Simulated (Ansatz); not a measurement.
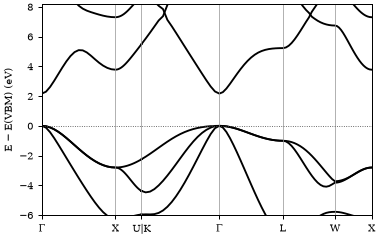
Band structure from r²SCAN (plane waves, PAW; program Ansatz)

Question: Read off the gap and where the band edges lie.

Answer: About 2.2 eV (2.17 eV by a search for the band edges); maximum at Γ, minimum at Γ.

The material is GaN (zinc blende, F-43m).

The r²SCAN relaxation kept the symmetry of its start; phonons on a q-mesh show no instability. Scalar-relativistic: spin–orbit coupling is off unless named, which matters more the heavier the elements.

Potentials: the later of the program's two PAW sets.
